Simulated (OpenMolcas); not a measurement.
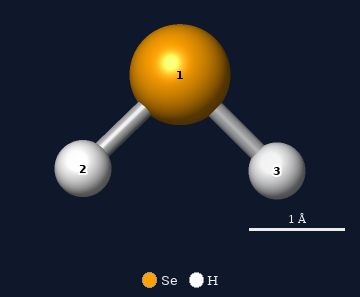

The structure (ball-and-stick view, seen on its broad side; atoms are numbered from 1 in the order of the input). Bond lengths as drawn: H–Se 1.44 Å.

**Single-point calculation of H2Se**

- system: H2Se, SMILES [SeH2]
- method: HF/ANO-RCC-MB, RHF, DKH2 (OpenMolcas 26.06)

The geometry comes from this level: GFN2-xTB.

## The input
```
&gateway
  coord
  coord.xyz
  basis
  ANO-RCC-MB
  group
  NoSym

&seward

&scf
  prorbitals
  0
```

## File coord.xyz
```
3

Se     0.549910    -0.269430     0.274820
H      0.044450     1.070610     0.141020
H     -0.594360    -0.801190    -0.415830
```

Run on 1 thread of Arm Neoverse V2, 24 GiB of memory available, shared host.

Launch command:
```bash
export MOLCAS_MEM=1860
pymolcas step1.input > step1.log
```

## Log
```
--- Start Module: gateway ---

                                              &GATEWAY

                       available to each process: 1.9 GB of memory, 1 thread

++    Symmetry information:
      ---------------------

                    Character Table for C1

                             E
                    a        1  x, y, xy, Rz, z, xz, Ry, yz, Rx, I
--

++    Basis set information:
      ----------------------

      Basis set label: SE.ANO-RCC...4S3P1D.

      Electronic valence basis set:
      ------------------
      Associated Effective Charge  34.000000 au
      Associated Actual Charge     34.000000 au
      Nuclear Model: Point charge

      Shell  nPrim  nBasis  Cartesian Spherical Contaminant
         s      20       4        X
         p      17       3        X
         d      11       1                 X

      Basis set label: H.ANO-RCC...1S.

      Electronic valence basis set:
      ------------------
      Associated Effective Charge   1.000000 au
      Associated Actual Charge      1.000000 au
      Nuclear Model: Point charge

      Shell  nPrim  nBasis  Cartesian Spherical Contaminant
         s       8       1        X
--

++    Molecular structure info:
      -------------------------

                    ************************************************
                    **** Cartesian Coordinates / bohr, angstrom ****
                    ************************************************

     Center  Label                x              y              z                     x              y              z
        1      SE1              1.039179      -0.509149       0.519335              0.549910      -0.269430       0.274820
        2      H2               0.083998       2.023160       0.266489              0.044450       1.070610       0.141020
        3      H3              -1.123178      -1.514030      -0.785805             -0.594360      -0.801190      -0.415830

                    ***************************************
                    *    InterNuclear Distances / bohr    *
                    ***************************************

               1 SE1           2 H2            3 H3
    1 SE1      0.000000
    2 H2       2.718251        0.000000
    3 H3       2.718264        3.882822        0.000000

                    *******************************************
                    *    InterNuclear Distances / angstrom    *
                    *******************************************

               1 SE1           2 H2            3 H3
    1 SE1      0.000000
    2 H2       1.438436        0.000000
    3 H3       1.438444        2.054701        0.000000

                    **************************************
                    *    Valence Bond Angles / degree    *
                    **************************************
                          Atom centers                 Phi
                      2 H2       1 SE1      3 H3        91.16
--

            Nuclear Potential Energy             25.27356876 au

--- Stop Module: gateway /rc=_RC_ALL_IS_WELL_ ---

--- Start Module: seward ---

                                              &SEWARD

                       available to each process: 1.9 GB of memory, 1 thread

               SEWARD will generate:
                  Multipole Moment integrals up to order  2
                  Kinetic Energy integrals
                  Nuclear Attraction integrals (point charge)
                  One-Electron Hamiltonian integrals
                  Velocity integrals
                  Relativistic Douglas-Kroll-Hess integrals:
                    - Parametrization         : EXP
                    - DKH order of Hamiltonian: 2
                    - DKH order of Properties : 0
                         - multipole moment operators
                         - electric potential operators
                         - contact operators
                  Orbital angular momentum around (  1.0008  -0.4904   0.5002 )
                  Velocity quadrupole around (  1.0008  -0.4904   0.5002 )
                  Atomic mean-field integrals
                  Two-Electron Repulsion integrals

                   Integrals are discarded if absolute value <: 1.00E-14
                   Integral cutoff threshold is set to       <: 1.00E-16

            Nuclear Potential Energy             25.27356876 au

      Basis set specifications :
      Symmetry species         a
      Basis functions           20

--- Stop Module: seward /rc=_RC_ALL_IS_WELL_ ---
--- Module seward spent 1 second ---

--- Start Module: scf ---

                                                &SCF

                       available to each process: 1.9 GB of memory, 1 thread

++    Input section:
      --------------

      Header of the integral files:

      Cartesian coordinates in angstrom:
      -----------------------------------------------------
      No.  Label        X            Y            Z
      -----------------------------------------------------
       1   SE1        0.54991000  -0.26943000   0.27482000
       2   H2         0.04445000   1.07061000   0.14102000
       3   H3        -0.59436000  -0.80119000  -0.41583000
      -----------------------------------------------------
      Nuclear repulsion energy =   25.27356876
--

++    Orbital specifications:
      -----------------------

      Symmetry species               1
                                     a
      Frozen orbitals                0
      Occupied orbitals             18
      Secondary orbitals             2
      Deleted orbitals               0
      Total number of orbitals      20
      Number of basis functions     20
--

      Molecular charge                           0.000

++    Optimization specifications:
      ----------------------------

      SCF Algorithm: Conventional
      Minimized density differences are used
      Number of density matrices in core                 5
      Maximum number of NDDO SCF iterations            400
      Maximum number of HF SCF iterations              400
      Threshold for SCF energy change             1.00E-09
      Threshold for density matrix                1.00E-04
      Threshold for Fock matrix                   1.50E-04
      Threshold for linear dependence             1.00E-09
      Threshold at which DIIS is turned on        1.50E-01
      Maximum depth in the DIIS procedure                5
      Maximum depth in the BFGS Hessian update          30
      Threshold at which QNR/C2DIIS is turned on  7.50E-02
      Threshold for Norm(delta) (QNR/C2DIIS)      1.00E-03
      All orbitals punched on: SCFORB
--

      Input vectors read from INPORB
      Orbital file label: *Guess orbitals

++ Convergence information
                                   SCF        iterations: Energy and convergence statistics

Iter     Tot. SCF        One-elec.       Two-elec.     Energy      Max Dij or  Max Fij      DNorm      TNorm      AccCon     Time
         Energy          Energy          Energy        Change      Delta Norm                                                in Sec.

 The total and one-electron energies are shifted by a value of      2000. a.u.

   1  -429.059898129 -1427.290381997   972.956915108   0.00E+00    1.30E-01*   8.66E-02*    8.44E+00   2.62E+02   None         0.
   2  -429.074832000 -1428.669171218   974.320770458  -1.49E-02*   2.22E-02*   1.43E-02*    3.45E-01   2.62E+02   EDIIS        0.
   3  -429.075322196 -1428.812164917   974.463273960  -4.90E-04*   1.91E-03*   3.42E-03*    3.10E-02   2.62E+02   c2DIIS       0.
   4  -429.075350554 -1428.838936243   974.490016929  -2.84E-05*   4.11E-04    2.64E-04*    6.18E-03   2.62E+02   QNRc2DIIS    0.
   5  -429.075350923 -1428.837705948   974.488786264  -3.70E-07*   2.20E-04    9.46E-05     1.54E-04   2.62E+02   QNRc2DIIS    0.
   6  -429.075350974 -1428.837281593   974.488361859  -5.06E-08*   1.77E-06    1.83E-06     1.18E-05   2.62E+02   QNRc2DIIS    0.
   7  -429.075350974 -1428.837307470   974.488387735  -1.23E-11    1.36E-07    1.18E-07     1.65E-03   2.62E+02   QNRc2DIIS    0.

       Convergence after   7 Iterations
--

 *****************************************************************************************************************************
 *                                             SCF/KS-DFT Program, Final results                                             *
 *                                                       Final Results                                                       *
 *****************************************************************************************************************************

::    Total SCF energy                              -2429.0753509739
      One-electron energy                           -3428.8373074698
      Two-electron energy                             974.4883877355
      Nuclear repulsion energy                         25.2735687605
      Kinetic energy (interpolated)                  2598.8683797386
      Virial theorem                                    0.9346665533
      Total spin, S(S+1)                                0.0000000000
      Total spin, S                                     0.0000000000
      Max non-diagonal density matrix element           0.0000002198
      Max non-diagonal Fock matrix element              0.0000000238

      No orbitals printed

++    Molecular charges:
      ------------------

      Mulliken charges per centre
      ---------------------------

                SE1     H2      H3
      Total   34.1536  0.9232  0.9232

      N-E     -0.1536  0.0768  0.0768

      Total electronic charge=   36.000000

      Total            charge=   -0.000000
--

++    Static properties:
      ------------------

      LoProp Charges per center

                   SE1      H2       H3
      Nuclear     34.0000   1.0000   1.0000
      Electronic -34.0890  -0.9555  -0.9555

      Total       -0.0890   0.0445   0.0445
--

++    Natural Bond Order analysis
      ---------------------------
      Based on LoProp computed density
      -------------------------------------------------------------------------------------
      Atom A       Atom B       Bond Order
      -------------------------------------------------------------------------------------
      NBO located      0.997 non-bonded electrons on atom SE1
      NBO located      0.999 non-bonded electrons on atom SE1
      NBO located      0.999 non-bonded electrons on atom SE1
      NBO located      1.000 non-bonded electrons on atom SE1
      NBO located      1.000 non-bonded electrons on atom SE1
      NBO located      1.000 non-bonded electrons on atom SE1
      NBO located      1.000 non-bonded electrons on atom SE1
      NBO located      1.000 non-bonded electrons on atom SE1
      NBO located      1.000 non-bonded electrons on atom SE1
      NBO located      1.000 non-bonded electrons on atom SE1
      NBO located      1.000 non-bonded electrons on atom SE1
      NBO located      1.000 non-bonded electrons on atom SE1
      NBO located      1.000 non-bonded electrons on atom SE1
      NBO located      1.000 non-bonded electrons on atom SE1
      The remaining    4.634 electrons are to be considered as diffuse
--

++    Molecular properties:
      ---------------------

      Charge (e):
                      =   -0.0000
      Dipole Moment (debye):
      Origin of the operator (angstrom)=    0.5296   -0.2595    0.2647
                   X= -9.5704E-01               Y=  4.6890E-01               Z= -4.7828E-01           Total=  1.1681E+00
      Quadrupole Moment (debye*angstrom):
      Origin of the operator (angstrom)=    0.5296   -0.2595    0.2647
                  XX= -2.1173E+01              XY=  1.2980E-01              XZ=  1.2384E+00              YY= -1.9892E+01
                  YZ=  4.5187E-01              ZZ= -2.2652E+01
      In traceless form (debye*angstrom)
                  XX=  9.9339E-02              XY=  1.9470E-01              XZ=  1.8576E+00              YY=  2.0210E+00
                  YZ=  6.7781E-01              ZZ= -2.1203E+00
--

--- Stop Module: scf /rc=_RC_ALL_IS_WELL_ ---

.##################.
.# Happy landing! #.
.##################.

    Timing: Wall=1.87 User=1.45 System=0.41
```

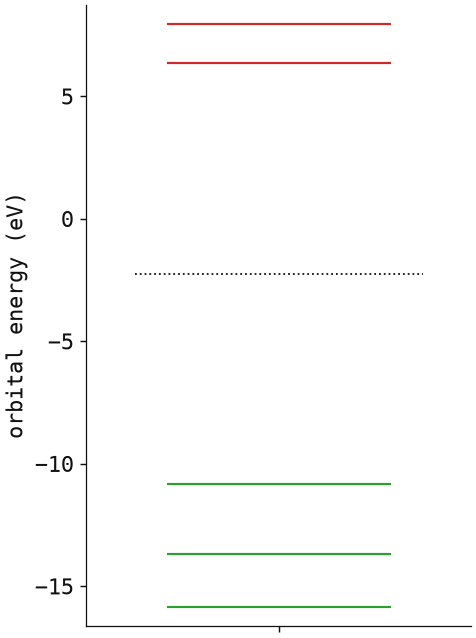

Orbital energies near the frontier; the dotted line parts filled from empty levels, and levels within 0.02 eV of each other stand side by side. Highest filled −10.83 eV, lowest empty 6.35 eV, 17.18 eV apart.

## Results in brief

```tsv
quantity	value
outcome	converged
total energy	−2429.075351 hartree
basis functions	20
HOMO	−10.83 eV
LUMO	6.35 eV
dipole moment	1.17 debye
wall time	2 s
peak memory	0.41 GiB
```
